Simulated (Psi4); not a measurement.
# Two attempts at S2F2 (Difluorodisulfane)

Aim: the vertical excitations of S2F2 (Difluorodisulfane) at TD-B3PW91/heavy-aug-cc-pVDZ (density fitting, save jk yes, triplets only).

The calculation is run with Psi4 1.11.

3 further runs of the same task are left out: 1 that didn't finish, 2 set aside as unsound or not needed.

## (1) The structure to begin with

S2F2: 4 atoms, total charge 0, spin state singlet. As SMILES, `FSSF`. The shape is that of a GFN2-xTB (4 decimals) optimisation.

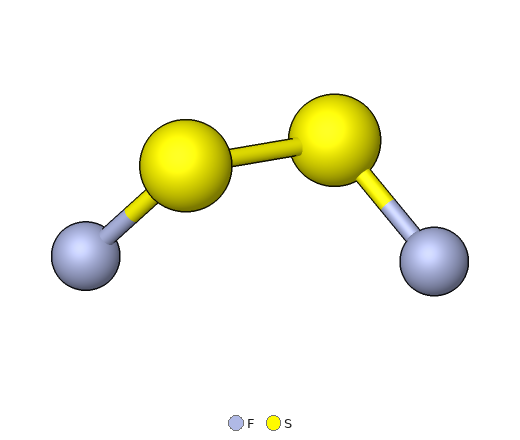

Viewed from a chosen angle; fluorine light blue, sulfur yellow.

## (2) The input as first written

f2s2.sdf

```

     RDKit          3D

  4  3  0  0  0  0  0  0  0  0999 V2000
   -1.8073   -0.2217   -0.6279 F   0  0  0  0  0  0  0  0  0  0  0  0
   -0.4592    0.8055   -0.6237 S   0  0  0  0  0  0  0  0  0  0  0  0
    1.0556   -0.3035   -0.2178 S   0  0  0  0  0  0  0  0  0  0  0  0
    1.2109   -0.2803    1.4693 F   0  0  0  0  0  0  0  0  0  0  0  0
  2  1  1  0
  3  2  1  0
  4  3  1  0
M  END
$$$$
```

job.py

```python
import psi4
from rdkit import Chem

psi4.set_memory('1600 MB')
psi4.set_num_threads(1)
psi4.set_output_file('f2s2.out', False)

rd = Chem.SDMolSupplier('f2s2.sdf', removeHs=False, sanitize=False)[0]
xyz = rd.GetConformer().GetPositions()
atoms = '\n'.join(f'{a.GetSymbol()} {x:.4f} {y:.4f} {z:.4f}' for a, (x, y, z) in zip(rd.GetAtoms(), xyz))
geom = psi4.geometry('0 1\n' + atoms + '\nsymmetry c1')

psi4.set_options({
    'basis': 'heavy-aug-cc-pVDZ',
    'scf_type': 'mem_df',
    'save_jk': True,
    'diis': False,
    'scf_initial_accelerator': 'none',
    'guess': 'core',
    'maxiter': 100,
})

from psi4.driver.procrouting.response.scf_response import tdscf_excitations
e, wfn = psi4.energy("B3PW91", return_wfn=True)
states = tdscf_excitations(wfn, states=6, tda=False, triplets='only')
for k, s in enumerate(states, 1):
    print(f"root {k}: {s['EXCITATION ENERGY'] * 27.211386:.4f} eV  f = {s['OSCILLATOR STRENGTH (LEN)']:.4f}  {s['SYMMETRY']}")
print(f'B3PW91 energy: {e:.10f} Eh')
```

Run with:

```
$ python job.py
```

f2s2.out:

```text
Psi4 1.11 release

   => Loading Basis Set <=

    Name: HEAVY-AUG-CC-PVDZ
    Role: ORBITAL
    Keyword: BASIS

         ---------------------------------------------------------
                                   SCF
                              RKS Reference
                        1 Threads,   1525 MiB Core
         ---------------------------------------------------------

  ==> Geometry <==

    Molecular point group: c1
    Full point group: C1

    Geometry (in Angstrom), charge = 0, multiplicity = 1:

       Center              X                  Y                   Z               Mass
    ------------   -----------------  -----------------  -----------------  -----------------
         F           -1.883201742163    -0.285587784316    -0.520786601369    18.998403162730
         S           -0.535101742163     0.741612215684    -0.516586601369    31.972071174400
         S            0.979698257837    -0.367387784316    -0.110686601369    31.972071174400
         F            1.134998257837    -0.344187784316     1.576413398631    18.998403162730

  Running in c1 symmetry.

  Rotational constants: A =      0.34393  B =      0.08999  C =      0.08386 [cm^-1]
  Rotational constants: A =  10310.87421  B =   2697.91157  C =   2513.98702 [MHz]
  Nuclear repulsion =  224.833909013296534

[... 74 lines left out ...]
    Weights Tolerance      =       1.00E-15
[... 26 lines left out ...]
  Basis Set: (HEAVY-AUG-CC-PVDZ AUX)
    Blend: HEAVY-AUG-CC-PVDZ-JKFIT
    Number of shells: 136
    Number of basis functions: 428
    Number of Cartesian functions: 502
    Spherical Harmonics?: true
    Max angular momentum: 3

  Cached 100.0% of DFT collocation blocks in 0.220 [GiB].

  Minimum eigenvalue in the overlap matrix is 1.0265930187E-03.
  Reciprocal condition number of the overlap matrix is 1.8315619839E-04.
    Using symmetric orthogonalization.

  ==> Pre-Iterations <==

  SCF Guess: Core (One-Electron) Hamiltonian.

   -------------------------------------------------------
    Irrep   Nso     Nmo     Nalpha   Nbeta   Ndocc  Nsocc
   -------------------------------------------------------
     A        100     100      25      25      25       0
   -------------------------------------------------------
    Total     100     100      25      25      25       0
   -------------------------------------------------------

  ==> Iterations <==

                           Total Energy        Delta E     RMS |[F,P]|

   @DF-RKS iter   1:  -972.32079245832301   -9.72321e+02   5.34772e-02
   @DF-RKS iter   2:  -962.62869608619269    9.69210e+00   5.63967e-02
   @DF-RKS iter   3:  -954.48862683452228    8.14007e+00   5.50465e-02
[... 6 lines of this table left out ...]
   @DF-RKS iter  10:  -893.88729450546919    2.63704e+00   1.15917e-01
[... 80 lines of further cycles ...]
   @DF-RKS iter  91:  -895.08868564540944   -2.96756e-01   1.15246e-01
   @DF-RKS iter  92:  -894.79192922134939    2.96756e-01   1.15441e-01
   @DF-RKS iter  93:  -895.08868564540785   -2.96756e-01   1.15246e-01
[... 6 lines of this table left out ...]
   @DF-RKS iter 100:  -894.79192922135053    2.96756e-01   1.15441e-01

PsiException: Could not converge SCF iterations in 100 iterations.

  Failed to converge.
```

Standard output:

```text
Traceback (most recent call last):
  File "job.py", line 24, in <module>
    e, wfn = psi4.energy("B3PW91", return_wfn=True)
psi4.driver.p4util.exceptions.SCFConvergenceError: Could not converge SCF iterations in 100 iterations.
```

It took 21 s on 1 thread of Intel Xeon 6975P-C (Granite Rapids), shared host; peak memory 0.45 GiB.

## (3) What went wrong

The iterations ended before the threshold was met.

The telling line is `psi4.driver.p4util.exceptions.SCFConvergenceError: Could not converge SCF iterations in 100 iterations.`. The fault: the convergence aids are set badly. The sound input differs in these keys, not all of which need be the cause: diis at its default in place of no; scf initial accelerator at its default in place of none; starting guess at its default in place of core.

## (4) The mended input

f2s2.sdf is that of step 2.

calc.py

```python
import psi4
from rdkit import Chem

psi4.set_memory('1600 MB')
psi4.set_num_threads(1)
psi4.core.set_output_file('psi4.out', False)

rd = Chem.SDMolSupplier('f2s2.sdf', removeHs=False, sanitize=False)[0]
xyz = rd.GetConformer().GetPositions()
atoms = '\n'.join(f'{a.GetSymbol()} {x:.4f} {y:.4f} {z:.4f}' for a, (x, y, z) in zip(rd.GetAtoms(), xyz))
geom = psi4.geometry('0 1\n' + atoms + '\nsymmetry c1')

psi4.set_options(dict(basis='heavy-aug-cc-pVDZ', scf_type='mem_df', save_jk=True))

from psi4.driver.procrouting.response.scf_response import tdscf_excitations
E, wfn = psi4.energy('b3pw91', return_wfn=True)
states = tdscf_excitations(wfn, states=6, tda=False, triplets='only')
for k, s in enumerate(states, 1):
    print(f"root {k}: {s['EXCITATION ENERGY'] * 27.211386:.4f} eV  f = {s['OSCILLATOR STRENGTH (LEN)']:.4f}  {s['SYMMETRY']}")
print('E =', round(E, 9))
```

Run with:

```
$ python calc.py
```

psi4.out (excerpt; [...] marks lines left out):

```text
[...]
  Running in c1 symmetry.
[...]
  Nuclear repulsion =  224.833909013296534
[...]
  Multiplicity = 1
[...]
  Nalpha       = 25
  Nbeta        = 25
[...]
    Number of basis functions: 100
[...]
   @DF-RKS iter   1:  -995.84600549440995   -1.28377e-01   4.68857e-03 DIIS/ADIIS
[...]
   @DF-RKS iter   8:  -995.92172955449178   -1.58873e-07   9.40372e-07 DIIS
[...]
  @DF-RKS Final Energy:  -995.92172955449178
   => Energetics <=
    Nuclear Repulsion Energy =            224.8339090132965339
    One-Electron Energy =               -1825.1570963478607155
    Two-Electron Energy =                 662.4891752233066882
    DFT Exchange-Correlation Energy =     -58.0877174432342755
    Empirical Dispersion Energy =           0.0000000000000000
    VV10 Nonlocal Energy =                  0.0000000000000000
    Total Energy =                       -995.9217295544917761
[...]
 Multipole Moments:
 ------------------------------------------------------------------------------------
     Multipole            Electronic (a.u.)      Nuclear  (a.u.)        Total (a.u.)
 ------------------------------------------------------------------------------------
 L = 1.  Multiply by 2.5417464519 to convert [e a0] to [Debye]
 Dipole X            :         -0.3558499            0.7175534            0.3617035
 Dipole Y            :         -0.3019128            0.6039768            0.3020640
 Dipole Z            :          0.5052665           -1.0123831           -0.5071166
 Magnitude           :                                                    0.6922712
[...]
**********                               WARNING                                **********
**********       The names of excited state variables changed between 1.5       **********
[...]
**********                               WARNING                                **********
**********  Length-gauge rotatory strengths are **NOT** gauge-origin invariant  **********
[...]
                                    Excitation Energy         Total Energy        Oscillator Strength             Rotatory Strength
[...]
Excited State    1 (3 A):   0.13345 au   341.43 nm f = 0.0000
[...]
Excited State    3 (3 A):   0.15106 au   301.63 nm f = 0.0000
[...]
Excited State    4 (3 A):   0.15655 au   291.06 nm f = 0.0000
[...]
Excited State    5 (3 A):   0.19883 au   229.16 nm f = 0.0000
[...]
Excited State    6 (3 A):   0.20364 au   223.75 nm f = 0.0000
[...]
```

Standard output:

```text
root 1: 3.6313 eV  f = 0.0000  A
root 2: 3.9172 eV  f = 0.0000  A
root 3: 4.1105 eV  f = 0.0000  A
root 4: 4.2598 eV  f = 0.0000  A
root 5: 5.4104 eV  f = 0.0000  A
root 6: 5.5412 eV  f = 0.0000  A
E = -995.921729554
```

It took 19 s on 1 thread of Intel Xeon 6975P-C (Granite Rapids), shared host; peak memory 0.53 GiB.

The roots found:

```csv
excited state,energy (eV),strength,label
1,3.631,0.0000,A 3
2,3.917,0.0000,A 3
3,4.111,0.0000,A 3
4,4.260,0.0000,A 3
5,5.410,0.0000,A 3
6,5.541,0.0000,A 3
```

## (5) What came out

Level: TD-B3PW91/heavy-aug-cc-pVDZ (density fitting, save jk yes, triplets only).

```
                                 quantity          value
        ground-state or mean-field energy  -995.92173 Eh
 dipole moment (B3PW91 Kohn–Sham density)         1.76 D
  HOMO energy (B3PW91 Kohn–Sham orbitals)       -8.57 eV
  LUMO energy (B3PW91 Kohn–Sham orbitals)       -2.58 eV
HOMO–LUMO gap (B3PW91 Kohn–Sham orbitals)        6.00 eV
                 lowest excitation energy        3.63 eV
```
